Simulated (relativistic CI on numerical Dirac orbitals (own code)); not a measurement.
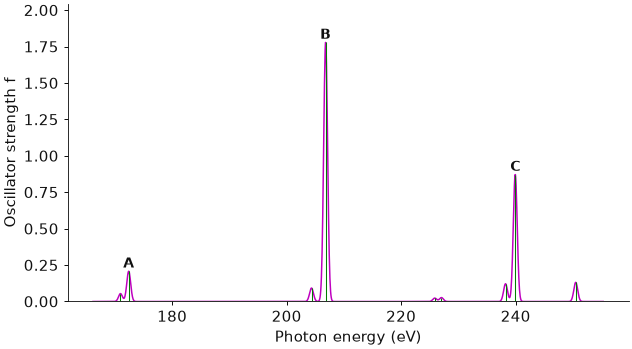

The plot shows absorption lines from the lowest level (oscillator strengths f) for S⁶⁺. The calculation used relativistic configuration interaction, KLI exchange-only orbitals, Breit term, model QED, valence Slater integrals scaled by 0.9, configurations tied to the tabulated ionisation limit (in-house radial CI code). The envelope is a Gaussian of full width 0.8 eV, scaled to the tallest stick.

Question: Which transitions are the lettered lines?

Answer: A: 2s² 2p⁵ 3s ¹P°₁ ← 2s² 2p⁶ ¹S₀, 172.4 eV, f = 0.21; B: 2s² 2p⁵ 3d ¹P°₁ ← 2s² 2p⁶ ¹S₀, 206.8 eV, f = 1.8; C: 2s² 2p⁵ 4d ¹P°₁ ← 2s² 2p⁶ ¹S₀, 239.9 eV, f = 0.87. The strongest, B, lies in the soft X-ray region.

Caveat: configurations built on the next ion are tied to the tabulated ionisation energy, low ones can still be off by several thousand cm⁻¹ and the others by 10000 or more; one shift a configuration: terms inside it, and wavelengths, can be off by thousands of cm⁻¹; only a limited list of configurations is included, so lower levels can be missing; only lines among the lowest 75 of 552 levels are drawn.
